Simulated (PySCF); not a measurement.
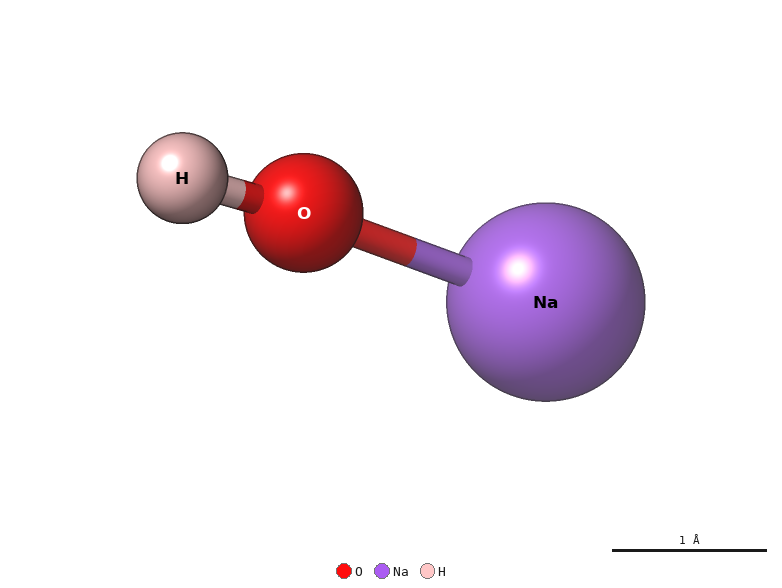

Depth is shown by fading: the farther an atom, the more it takes the colour of the background. Computed geometry: PBE0-D3(BJ)/def2-SVP optimisation. No frequency run is at hand to confirm it as a minimum. Masses are those of the most abundant isotopes; constants are for the rigid equilibrium geometry.

Question: Classify the rotor and give the rotational constants (GHz).

Answer: A linear rotor (C∞v) with B = 13.1 GHz.
